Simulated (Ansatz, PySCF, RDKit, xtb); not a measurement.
# C5H5FO3: ranking a sample of isomers, part 2 of 2

Which of a sample of isomers of C5H5FO3 is the most stable in the gas at 298.15 K, and what are its properties? The sample is small against all isomers, and the most stable one of this formula need not be in it.

xtb, Ansatz and PySCF; isolated molecules. Earlier steps stand in the parts before.

## 12. Free energies and the winner

Energies in kcal/mol from c743a; G adds the thermal terms to the CCSD(T)/def2-SVP + MP2/def2-TZVPP - MP2/def2-SVP energy. The columns left of the relaxed level are at the tight-binding geometries.

```
label              SMILES     spin  GFN2-xTB  HF/STO-3G  r2SCAN-D4/def2-SVP  B3LYP-D3(BJ)/def2-SVP  HF/def2-SVP  MP2/def2-SVP  CCSD(T)/def2-SVP + MP2/def2-TZVPP - MP2/def2-SVP     G  share at equilibrium     T1
c743a  C=C(F)OC(=O)/C=C\O  singlet       0.0        0.0                 0.0                    0.0          0.0           0.0                                               0.0   0.0                99.2 %  0.016
c162a    C=C(F)OC(=O)CC=O  singlet       8.5       -5.5                 9.1                    7.4          0.6           2.6                                               4.3   2.8                 0.8 %  0.015
c667b  C=C(F)OC(=O)/C=C/O  singlet       5.1        5.3                 8.1                    8.0          3.9           6.6                                               6.5   5.9               < 0.1 %  0.016
c931c  C=C(F)O/C(O)=C\C=O  singlet      18.3       15.3                23.9                   22.9         20.2          22.4                                              21.7  20.6               < 0.1 %  0.015
```

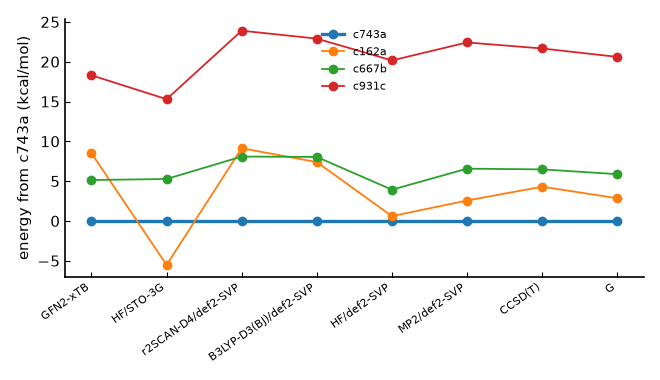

The finalists at each level, measured from c743a.

Lowest found: c743a, `C=C(F)OC(=O)/C=C\O`, a singlet. Bond lengths: C1–C2 1.327 Å, C3–C4 1.443 Å, C4–C5 1.366 Å, C2–F6 1.327 Å, C2–O7 1.364 Å, C3–O7 1.371 Å, C3–O8 1.223 Å, C5–O9 1.316 Å, C1–H10 1.089 Å, C1–H11 1.088 Å, C4–H12 1.088 Å, C5–H13 1.096 Å, O9–H14 0.997 Å. Some angles: C1–C2–F6 123.7°, C1–C2–O7 124.2°, F6–C2–O7 112.0°, C3–C4–C5 118.1°, C4–C3–O7 113.4°, C4–C3–O8 125.2°, O7–C3–O8 121.4°, C4–C5–O9 125.1°, C2–O7–C3 118.1°, C2–C1–H10 119.9°.

```xyz
14

C     1.9824   -2.4261   -2.1900
C     1.6669   -1.7109   -1.1180
C     1.4968    0.6053   -0.7881
C     0.5764    1.7162   -0.7532
C     1.0640    2.9466   -0.4170
F     1.9837   -2.0633    0.1218
O     0.9071   -0.5785   -1.1486
O     2.6926    0.6722   -0.5377
O     2.3188    3.2068   -0.1178
H     2.5284   -3.3617   -2.0773
H     1.6906   -2.0746   -3.1780
H    -0.4755    1.5697   -0.9888
H     0.4127    3.8269   -0.3746
H     2.8147    2.3449   -0.1858
```

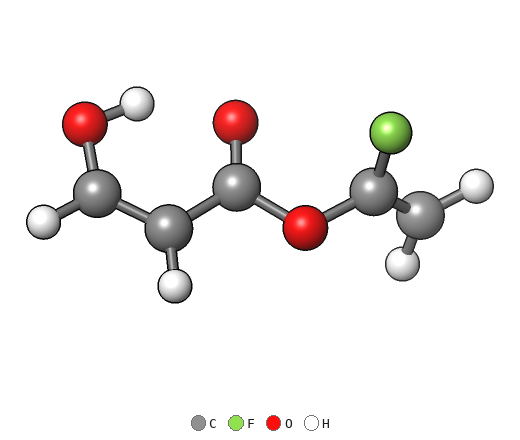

The lowest structure found, seen from a chosen angle (carbon grey, fluorine green, oxygen red, hydrogen white).

## 13. Density, orbitals and dipole (PBE0/def2-SVPD)

Input file input.yaml:

```yaml
crystal:
  periodic: [false, false, false]
  atoms:
    - {symbol: C, position_ang: [1.982449, -2.426079, -2.190028]}
    - {symbol: C, position_ang: [1.666944, -1.710920, -1.118036]}
    - {symbol: C, position_ang: [1.496834, 0.605344, -0.788081]}
    - {symbol: C, position_ang: [0.576376, 1.716248, -0.753216]}
    - {symbol: C, position_ang: [1.064040, 2.946642, -0.416969]}
    - {symbol: F, position_ang: [1.983656, -2.063289, 0.121773]}
    - {symbol: O, position_ang: [0.907125, -0.578466, -1.148625]}
    - {symbol: O, position_ang: [2.692560, 0.672203, -0.537707]}
    - {symbol: O, position_ang: [2.318787, 3.206822, -0.117805]}
    - {symbol: H, position_ang: [2.528420, -3.361747, -2.077347]}
    - {symbol: H, position_ang: [1.690593, -2.074611, -3.178011]}
    - {symbol: H, position_ang: [-0.475550, 1.569688, -0.988822]}
    - {symbol: H, position_ang: [0.412657, 3.826858, -0.374579]}
    - {symbol: H, position_ang: [2.814710, 2.344885, -0.185812]}
basis:
  gaussian:
    orbitals: def2-SVPD
hamiltonian:
  xc: pbe0
output:
  forces: true
  orbitals: {seedname: orbitals}
```

Run with:

```
ansatz run input.yaml --threads 2 --pin off --max-ram 5220MiB --events-out events.jsonl --progress --plain --runs-dir runs
```

Standard output, shortened:

```text
Warning: RAYON_NUM_THREADS=2 ignored (pool sized by the plan → 2); use --threads N
Functional definition: PBE0
  name "PBE0"
[...]
1905 factors; their error is unknown
[...]
mean field -14098.77081348 eV, -518.1202709051 hartree, gradient 3.5e-5 eV, S^2 0.000000; 0 other end points of the search recorded, 0 dependent functions left out
[...]
reference -14098.77085676 eV, -518.1202724957 hartree; 34, 34 occupied and 198, 198 virtual orbitals, 1905 factors
[...]
Atom 9 at     2.528420    -3.361747    -2.077347 Å, force    -0.031305     0.053011    -0.002594 eV/Å
Atom 10 at     1.690593    -2.074611    -3.178011 Å, force     0.009172    -0.006589     0.061643 eV/Å
Atom 11 at    -0.475550     1.569688    -0.988822 Å, force     0.028855     0.030124     0.013831 eV/Å
Atom 12 at     0.412657     3.826858    -0.374579 Å, force     0.042813    -0.077220    -0.005066 eV/Å
Atom 13 at     2.814710     2.344885    -0.185812 Å, force    -0.072876     0.168012     0.015567 eV/Å
Dipole moment:    -0.385771     0.118228    -0.276616 e Å
```

It took 13 s on 2 threads of Arm Neoverse V2, shared host; peak memory 0.8 GiB.

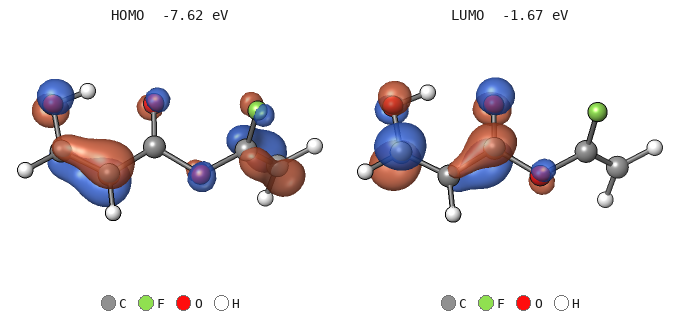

Frontier orbitals of this run, surfaces at ±0.2 Å^-3/2.

## 14. Electronic excitations (TD-PBE0/def2-SVPD)

An in-house driver calls PySCF's response routines at TD-PBE0/def2-SVPD; it has no typed input.

Standard output:

```text
coarse grid: 12880 points
cycle   1  E = -517.8254192635  dE =  1.651e+00  |g| = 1.035e+00  |ddm| = 5.944e+00
cycle   2  E = -517.3966556681  dE =  4.288e-01  |g| = 1.811e+00  |ddm| = 3.525e+00
cycle   3  E = -518.0117173132  dE = -6.151e-01  |g| = 3.163e-01  |ddm| = 2.615e+00
cycle   4  E = -518.0311840376  dE = -1.947e-02  |g| = 8.356e-02  |ddm| = 4.800e-01
cycle   5  E = -518.0323660666  dE = -1.182e-03  |g| = 2.321e-02  |ddm| = 1.072e-01
cycle   6  E = -518.0324808668  dE = -1.148e-04  |g| = 7.409e-03  |ddm| = 4.063e-02
cycle   7  E = -518.0324906035  dE = -9.737e-06  |g| = 2.219e-03  |ddm| = 1.056e-02
final grid: 128128 points
cycle   8  E = -518.1202281014  dE = -2.545e-05  |g| = 1.460e-02  |ddm| = 1.393e-01
cycle   9  E = -518.1201525410  dE =  7.556e-05  |g| = 2.455e-02  |ddm| = 4.330e-02
cycle  10  E = -518.1202675440  dE = -1.150e-04  |g| = 2.087e-03  |ddm| = 2.880e-02
cycle  11  E = -518.1202684194  dE = -8.753e-07  |g| = 3.628e-04  |ddm| = 2.947e-03
cycle  12  E = -518.1202684400  dE = -2.064e-08  |g| = 1.890e-04  |ddm| = 6.892e-04
cycle  13  E = -518.1202684474  dE = -7.381e-09  |g| = 5.457e-05  |ddm| = 2.838e-04
cycle  14  E = -518.1202684480  dE = -6.171e-10  |g| = 1.439e-05  |ddm| = 9.288e-05
converged SCF energy = -518.1202684480

Static polarisability (au): isotropic 76.376, principal 54.736 64.848 109.544

Singlet excitations
state   eV       nm        f      main configurations
  1   5.0079    247.6   0.05109   H->L 0.51, H-1->L 0.36, H-2->L 0.12
  2   5.4101    229.2   0.18154   H-2->L 0.50, H->L 0.37, H-1->L 0.10
  3   5.5297    224.2   0.12494   H-1->L 0.51, H-2->L 0.36, H->L 0.10
  4   6.8924    179.9   0.00136   H->L+1 0.67, H-1->L+1 0.22
  5   7.1031    174.5   0.01688   H->L+2 0.80
  6   7.2820    170.3   0.03533   H-1->L+2 0.61, H->L+3 0.22
  7   7.3947    167.7   0.23680   H-3->L 0.56, H-1->L+1 0.29
  8   7.5485    164.3   0.09048   H-3->L 0.33, H-1->L+1 0.27, H-2->L+1 0.17

Triplet excitations (Tamm-Dancoff, eV): 3.5103 4.3582 4.8767
```

Wall time 28 s (2 threads of Arm Neoverse V2, shared host); peak memory 1.1 GiB.

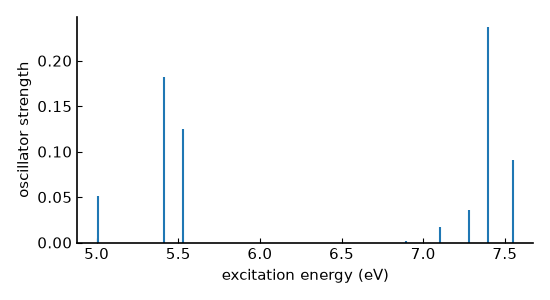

Vertical excitations as sticks.

The roots found:

```
excited state  energy (eV)  strength
            1        5.008    0.0511
            2        5.410    0.1815
            3        5.530    0.1249
            4        6.892    0.0014
            5        7.103    0.0169
            6        7.282    0.0353
            7        7.395    0.2368
            8        7.548    0.0905
```

## 15. NMR shieldings (GIAO PBE0/pcSseg-1)

An in-house driver calls PySCF's response routines at GIAO PBE0/pcSseg-1; it has no typed input.

Standard output:

```text
coarse grid: 12880 points
cycle   1  E = -518.1168904511  dE =  1.723e+00  |g| = 1.087e+00  |ddm| = 3.446e+00
cycle   2  E = -517.6774938946  dE =  4.394e-01  |g| = 1.874e+00  |ddm| = 1.846e+00
cycle   3  E = -518.3108264203  dE = -6.333e-01  |g| = 3.345e-01  |ddm| = 1.409e+00
cycle   4  E = -518.3318238624  dE = -2.100e-02  |g| = 8.946e-02  |ddm| = 2.787e-01
cycle   5  E = -518.3330977647  dE = -1.274e-03  |g| = 2.430e-02  |ddm| = 5.901e-02
cycle   6  E = -518.3332182492  dE = -1.205e-04  |g| = 7.853e-03  |ddm| = 2.200e-02
cycle   7  E = -518.3332284549  dE = -1.021e-05  |g| = 2.420e-03  |ddm| = 5.913e-03
cycle   8  E = -518.3332294703  dE = -1.015e-06  |g| = 6.766e-04  |ddm| = 1.913e-03
final grid: 128128 points
cycle   9  E = -518.4222926283  dE = -2.809e-05  |g| = 1.437e-02  |ddm| = 2.491e-02
cycle  10  E = -518.4222326279  dE =  6.000e-05  |g| = 2.313e-02  |ddm| = 2.282e-02
cycle  11  E = -518.4223285757  dE = -9.595e-05  |g| = 2.315e-03  |ddm| = 1.536e-02
cycle  12  E = -518.4223295620  dE = -9.864e-07  |g| = 4.245e-04  |ddm| = 1.676e-03
cycle  13  E = -518.4223295893  dE = -2.727e-08  |g| = 1.922e-04  |ddm| = 4.147e-04
cycle  14  E = -518.4223295967  dE = -7.378e-09  |g| = 5.896e-05  |ddm| = 1.632e-04
cycle  15  E = -518.4223295974  dE = -7.126e-10  |g| = 1.317e-05  |ddm| = 4.535e-05
converged SCF energy = -518.4223295974

GIAO shielding tensors (ppm)
atom      isotropic    diamagn.    paramagn.     s11        s22        s33       span
  0 C      101.602     254.880    -153.278     19.133    123.698    161.975    142.842
  1 C       17.768     245.761    -227.993    -86.716     57.830     82.190    168.906
  2 C        8.141     248.601    -240.460    -89.858     44.818     69.463    159.322
  3 C       90.659     256.986    -166.327      1.971    119.081    150.924    148.954
  4 C        6.228     250.874    -244.646   -105.610     12.372    111.921    217.532
  5 F      243.292     475.904    -232.612    179.782    253.985    296.109    116.327
  6 O       74.515     405.841    -331.326    -21.291     95.968    148.867    170.158
  7 O      -41.010     399.880    -440.890   -234.857   -157.749    269.576    504.432
  8 O      147.137     389.272    -242.135      4.647    106.354    330.411    325.764
  9 H       26.762      26.308       0.454     24.616     24.855     30.814      6.198
 10 H       26.899      29.645      -2.746     24.775     25.208     30.715      5.940
 11 H       26.130      33.892      -7.762     24.126     25.835     28.429      4.303
 12 H       23.873      27.608      -3.735     21.403     23.947     26.269      4.866
 13 H       18.661      31.692     -13.031      7.018     17.848     31.117     24.099
```

Run time: 13 s. Hardware: 2 threads of Arm Neoverse V2, shared host; peak memory 1.1 GiB.

Isotropic shieldings (absolute, not shifts):

```
atoms  shielding (ppm)
   C1            101.6
   C2             17.8
   C3              8.1
   C4             90.7
   C5              6.2
   F6            243.3
   O7             74.5
   O8            -41.0
   O9            147.1
  H10            26.76
  H11            26.90
  H12            26.13
  H13            23.87
  H14            18.66
```

## 16. The cation at the same geometry (PBE0/def2-SVPD)

Changes to input.yaml since step 13:

```diff
@@ -1 +1,4 @@
+basis:
+  gaussian:
+    orbitals: def2-SVPD
 crystal:
@@ -17,9 +20,7 @@
     - {symbol: H, position_ang: [2.814710, 2.344885, -0.185812]}
-basis:
-  gaussian:
-    orbitals: def2-SVPD
+total_charge: 1
+magnetization:
+  spin_polarized: true
+  initial_magnetization: 1
 hamiltonian:
   xc: pbe0
-output:
-  forces: true
-  orbitals: {seedname: orbitals}
```

Run with:

```
ansatz run input.yaml --threads 2 --pin off --max-ram 5220MiB --events-out events.jsonl --progress --plain --runs-dir runs
```

Standard output, shortened:

```text
Warning: RAYON_NUM_THREADS=2 ignored (pool sized by the plan → 2); use --threads N
[... 2 set-up lines as earlier in the session ...]
[...]
1905 factors; their error is unknown
[...]
mean field -14089.35273785 eV, -517.7741630098 hartree, gradient 4.3e-5 eV, S^2 0.761675; 3 other end points of the search recorded, 0 dependent functions left out
reference -14089.35278261 eV, -517.7741646545 hartree; 34, 33 occupied and 198, 199 virtual orbitals, 1905 factors
Total energy: -14089.35278261 eV, -517.7741646545 hartree
```

Run time: 37 s. Hardware: 2 threads of Arm Neoverse V2, shared host; peak memory 1 GiB.

Difference from the parent: 9.42 eV.

## 17. The anion at the same geometry (PBE0/def2-SVPD)

Changes to input.yaml since step 16:

```diff
@@ -1,4 +1 @@
-basis:
-  gaussian:
-    orbitals: def2-SVPD
 crystal:
@@ -20,3 +17,6 @@
     - {symbol: H, position_ang: [2.814710, 2.344885, -0.185812]}
-total_charge: 1
+basis:
+  gaussian:
+    orbitals: def2-SVPD
+total_charge: -1
 magnetization:
@@ -26 +26,3 @@
   xc: pbe0
+scf:
+  lower_state_search: off
```

Run with:

```
ansatz run input.yaml --threads 2 --pin off --max-ram 5220MiB --events-out events.jsonl --progress --plain --runs-dir runs
```

Standard output, shortened:

```text
Warning: RAYON_NUM_THREADS=2 ignored (pool sized by the plan → 2); use --threads N
[... 2 set-up lines as earlier in the session ...]
[...]
1905 factors; their error is unknown
[...]
mean field -14098.57427665 eV, -518.1130483102 hartree, gradient 6.6e-6 eV, S^2 0.767975; 0 other end points of the search recorded, 0 dependent functions left out
reference -14098.57431861 eV, -518.1130498518 hartree; 35, 34 occupied and 197, 198 virtual orbitals, 1905 factors
Total energy: -14098.57431861 eV, -518.1130498518 hartree
Checks for a lower state left out: stability, starts, cluster_reference, orbital_swaps, neighbouring_geometries, increment
```

It took 13 s on 2 threads of Arm Neoverse V2, shared host; peak memory 0.89 GiB.

Parent less the species with the added electron: -0.20 eV. In this basis the extra electron isn't bound at this geometry, so the number hangs on the basis; a diffuse state bound by the dipole can't be described by it.

## 18. The triplet at the same geometry (PBE0/def2-SVPD)

Changes to input.yaml since step 17:

```diff
@@ -20,9 +20,6 @@
     orbitals: def2-SVPD
-total_charge: -1
+hamiltonian:
+  xc: {name: PBE0}
 magnetization:
   spin_polarized: true
-  initial_magnetization: 1
-hamiltonian:
-  xc: pbe0
-scf:
-  lower_state_search: off
+  initial_magnetization: 2
```

Run with:

```
ansatz run input.yaml --threads 2 --pin off --max-ram 5220MiB --events-out events.jsonl --progress --plain --runs-dir runs
```

Standard output, shortened:

```text
Warning: RAYON_NUM_THREADS=2 ignored (pool sized by the plan → 2); use --threads N
[... 2 set-up lines as earlier in the session ...]
[...]
1905 factors; their error is unknown
[...]
mean field -14095.26352606 eV, -517.9913804698 hartree, gradient 7.5e-5 eV, S^2 2.008642; 0 other end points of the search recorded, 0 dependent functions left out
reference -14095.26356952 eV, -517.9913820672 hartree; 35, 33 occupied and 197, 199 virtual orbitals, 1905 factors
Total energy: -14095.26356952 eV, -517.9913820672 hartree
```

It took 20 s on 2 threads of Arm Neoverse V2, shared host; peak memory 1 GiB.

It lies 3.51 eV above the singlet.

## 19. What came out

The summary covers parts 1 to 2.

| quantity | value |
| --- | --- |
| lowest structure found | C=C(F)OC(=O)/C=C\O, singlet |
| next finalist | C=C(F)OC(=O)CC=O, singlet, 2.8 kcal/mol higher in G |
| share at equilibrium, among the finalists | 99.2 % |
| funnel | 18 starts, 18 minima at GFN2-xTB from these starts (20 with those found later), 12 screening runs, 5 relaxed, 4 ranked |
| CPU time of all runs | 33 min |
| dipole moment (PBE0/def2-SVPD) | 2.35 D |
| HOMO energy (PBE0/def2-SVPD) | -7.62 eV |
| LUMO energy (PBE0/def2-SVPD) | -1.67 eV |
| HOMO–LUMO gap (PBE0/def2-SVPD) | 5.94 eV |
| lowest excitation (TD-PBE0/def2-SVPD) | 5.01 eV (f = 0.051) |
| strongest of the states computed, same level | 7.39 eV (f = 0.237) |
| lowest triplet excitation, same level, Tamm-Dancoff | 3.51 eV |
| vertical ionisation energy | 9.42 eV |
| vertical electron affinity | -0.20 eV (unbound: the value depends on the basis) |
| vertical triplet less singlet | +3.51 eV |

What this shows: `C=C(F)OC(=O)/C=C\O` comes out lowest. The margin, 2.8 kcal/mol, is modest. With 8 minima in the window unscreened, the next finalist need not be the second lowest, and margin and share hold for the finalists alone. GFN2-xTB, r2SCAN-D4/def2-SVP, B3LYP-D3(BJ)/def2-SVP, HF/def2-SVP and MP2/def2-SVP already put its bonding pattern lowest among the structures in one piece; HF/STO-3G favours the singlet C=C(F)OC(=O)CC=O. The largest share of the time went into the final energies (51 % of the CPU time that the search's summary counts). 8 minima inside the window were never screened. Lowest found is not proven lowest: the search is finite, and each finalist counts with one conformer. Only 5 drawn patterns were tried, so whole families of isomers are missing, and the result ranks only the part of this sample that was screened.
